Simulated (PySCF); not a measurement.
AsI (triplet)

```
atom   x (Å)   y (Å)    z (Å)
  As  0.0000  0.0000  -1.5738
   I  0.0000  0.0000   0.9292
```

Core potentials replace the inner electrons of I.

Level of theory: PBE0/cc-pVTZ(-PP), non-relativistic Hamiltonian with scalar-relativistic core potentials where named, at a bond length of 2.503 Å in PySCF.

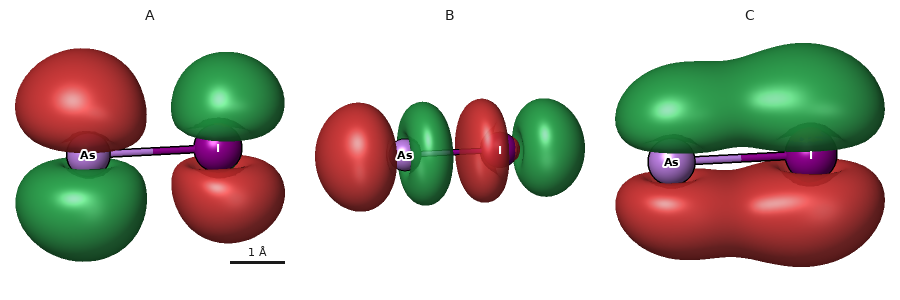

Figure 1. Three frontier α-spin orbitals, each drawn at the value that holds 80 % of its norm (green and red are the two phases), in no order; of a degenerate pair one member is drawn.

Q: Name the orbitals and rank them from lowest to highest energy.

A: Orbital C: π, occupied in this spin, −8.77 eV; bonding, with no node between the atoms.
Orbital A: π, occupied in this spin, −6.55 eV; antibonding, with a node between the atoms.
Orbital B: σ, empty in this spin, −1.88 eV; shared between the atoms (As 55 %, I 45 %).

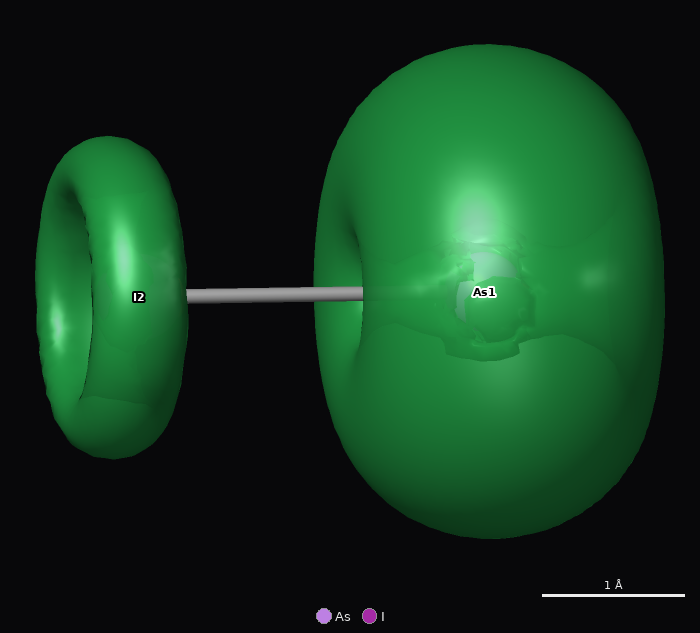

Figure 2. Isosurfaces of the spin density (α minus β) at +0.03 (green) and −0.03 e/Å³ (red), seen from one side.

Q: Where is the unpaired spin?

A: The unpaired spin (2 electrons) lies mostly on As1 (about 1.8) and I2 (about 0.2), in electrons by Hirshfeld's partition.

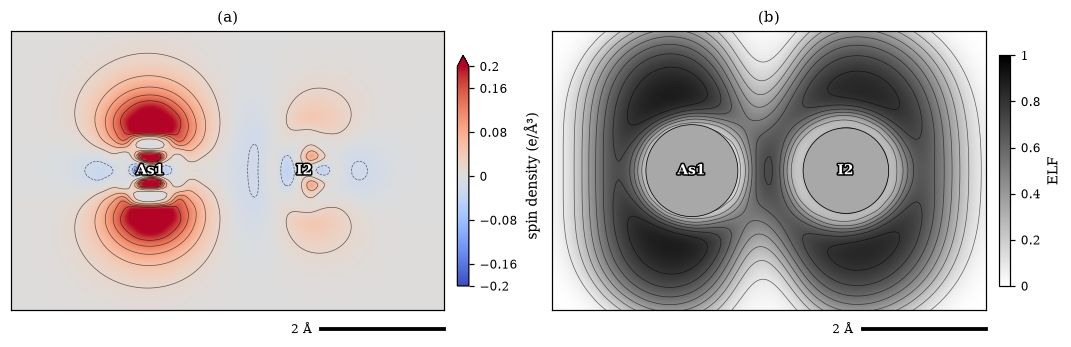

Figure 3. (a) spin density (α minus β); (b) electron localisation function on a plane that holds the molecular axis. Grey discs cover the atomic cores in the ELF map.

Q: What do the fields say about this system?

A:
- The section cuts through As and I sites.
- As–I (2.50 Å): the ELF peaks at about 0.70 between the atoms.
- The ELF also peaks beside I2 and As1, away from the bonds: non-bonding electrons, paired or unpaired.
